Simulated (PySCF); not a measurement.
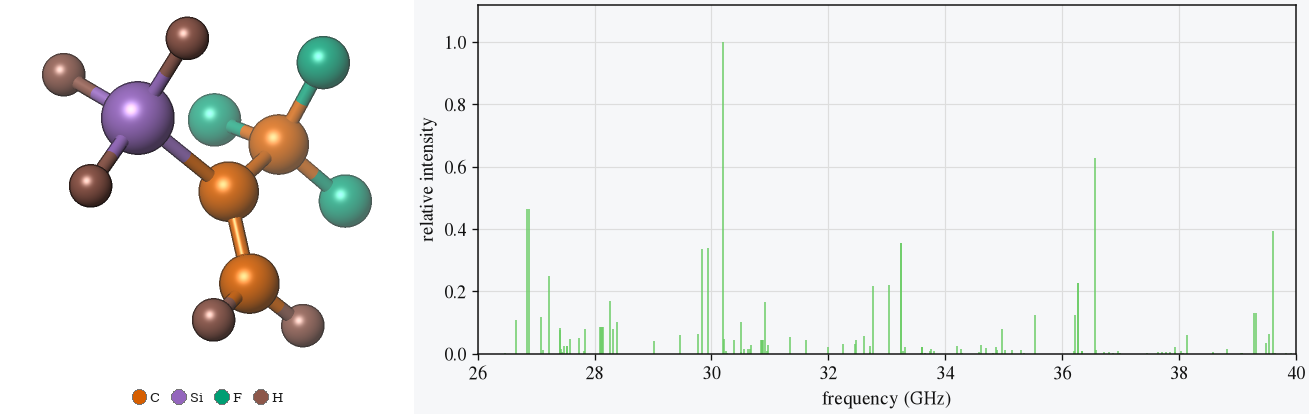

C₃H₅F₃Si, SMILES C=C([SiH3])C(F)(F)F. Simulated rotational absorption lines between 26 and 40 GHz at 1.5 K: rigid rotor with the equilibrium constants and dipole of one optimised conformer (PBE0-D3(BJ)/def2-SVP, PySCF 2.14.0), commonest isotopes; no centrifugal distortion, hyperfine structure, internal rotation or nuclear-spin weights; lines within 1 MHz of each other are summed.

**What are the rotational constants, and what kind of rotor is it?**

Rotational constants A, B, C = 3.186, 1.661, 1.370 GHz; Ray's κ = −0.68, an asymmetric top on the prolate side.

**Which dipole components drive the lines?**

|μa|, |μb|, |μc| = 1.47, 1.57, 0.01 D; b-type lines carry 81 % of the intensity in this range.

Note: coarse grid, loose stop and no frequency check, small forces are noise and the end may be a saddle.
